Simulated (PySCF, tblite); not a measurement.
# C₅H₁₂B₂S: geometry, infrared bands and NMR shifts

What infrared bands and NMR shifts should C₅H₁₂B₂S (`B[C@@H]1[C@H](B)[C@]1(C)SC`) show?

Computed with tblite 0.8.0 and PySCF 2.14.0, with density-fitted response routines of our own, on a single molecule in the gas phase. Atoms are numbered from 0 throughout.

### 1 The starting structure

20 atoms, charge 0, multiplicity 1; geometry from: force field or distance geometry start.

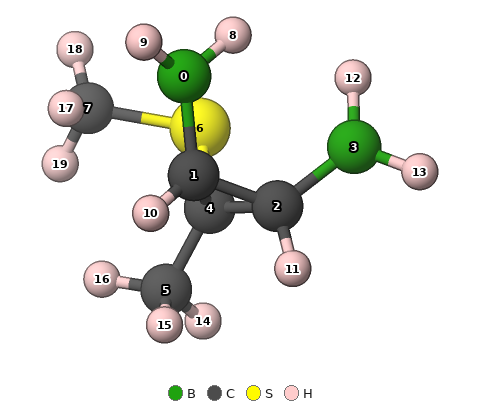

As it starts; boron green, carbon dark grey, sulfur yellow, hydrogen pink, atoms numbered.

### 2 Relaxing the molecule with GFN2-xTB

The job: settings as JSON, then the geometry in Å.

```
{"job": {"kind": "relax", "xc": "GFN2-xTB", "basis": "xTB"}, "charge": 0, "multiplicity": 1}
B      0.244200     1.610300     1.080500
C     -0.116200     1.094100    -0.390900
C     -1.452200     0.448400    -0.533400
B     -2.515700     0.483200     0.612900
C     -0.254700    -0.425700    -0.486800
C      0.292100    -1.011700    -1.775700
S      0.241200    -1.263500     1.026300
C      2.068600    -1.132500     1.062000
H     -0.358000     1.153600     1.992600
H      0.847800     2.589000     1.288700
H      0.398600     1.553500    -1.239500
H     -1.892400     0.583400    -1.560200
H     -2.286800     0.373500     1.773200
H     -3.652000     0.616800     0.319500
H     -0.255100    -1.950200    -1.957900
H      0.114400    -0.264600    -2.559800
H      1.376300    -1.217500    -1.698300
H      2.272100    -0.093000     0.730500
H      2.475000    -1.352900     2.056700
H      2.447700    -1.783400     0.256500
```

Launch:

```sh
$ OMP_NUM_THREADS=1 python probes_run.py task.json out
```

The driver reads the jobs from task.json and runs them one after another.

**Question.** This job is followed by: GFN2-xTB harmonic vibrations, gas phase; GIAO PBE0/pcSseg-1 NMR shielding, non-relativistic, gas phase. What will the session give for the following? strongest single infrared mode (GFN2-xTB); zero-point energy (GFN2-xTB); 13C shifts against TMS (PBE0/pcSseg-1, means over atoms taken as alike); 1H shifts against TMS (PBE0/pcSseg-1, means over atoms taken as alike); 11B shifts against BF3·OEt2 (PBE0/pcSseg-1, means over atoms taken as alike); 33S shifts against CS2 (PBE0/pcSseg-1).

As calculated:

```
                                                                    quantity                       value
                                   strongest single infrared mode (GFN2-xTB)       2631 cm⁻¹, 143 km/mol
                                                zero-point energy (GFN2-xTB)               98.2 kcal/mol
     13C shifts against TMS (PBE0/pcSseg-1, means over atoms taken as alike)  64.4, 51.3, 33.4, 27.6 ppm
      1H shifts against TMS (PBE0/pcSseg-1, means over atoms taken as alike)  7.89, 2.35, 1.91, 1.82 ppm
11B shifts against BF3·OEt2 (PBE0/pcSseg-1, means over atoms taken as alike)                    87.9 ppm
                                      33S shifts against CS2 (PBE0/pcSseg-1)                      28 ppm
```

In words: The optimisation took 107 steps and gained 0.727 eV; among the close pairs (by a distance rule), C1–C2 changed most, from 1.491 to 1.560 Å. All 54 modes are real, so the xTB geometry is a minimum. The strongest single mode, at 2631 cm⁻¹, moves mainly H9. Unscaled tight-binding wavenumbers are off by several per cent, some by more. Its intensities can rank the bands wrongly. At PBE0/pcSseg-1: The largest span, 354 ppm, is at S6, where the paramagnetic term is -583 ppm.
